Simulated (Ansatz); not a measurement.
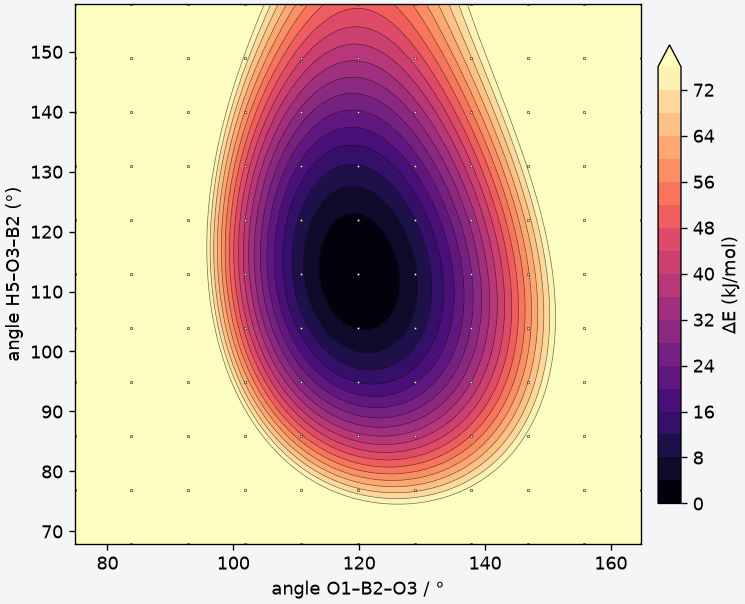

BH₂O₂, SMILES O[B]O, spin multiplicity 2. Coordinates scanned: (1) angle O1–B2–O3; (2) angle H5–O3–B2. Nothing is relaxed (all other coordinates rigid). Grid: 11 × 11 points. Energies: kJ/mol, counted from the relaxed molecule at the same level. The calculation used UKS r2SCAN-D4/def2-TZVP (Ansatz 0.2.0).

Drawn: filled contours, dots at the grid points, one colour for all values above the top of the scale. Between grid points the surface is interpolated.

> Estimate the position of the minimum and the force constants in these coordinates.

The interpolated minimum is at angle O1–B2–O3 ≈ 119.8°, angle H5–O3–B2 ≈ 113°. The curvatures there are about 6.7 eV/rad² and 3 eV/rad², with a cross term of about 0.62 eV/rad². Round the minimum the two coordinates are weakly coupled (coupling 0.14 in units of the two stiffnesses). (1 eV is 96.5 kJ/mol.)
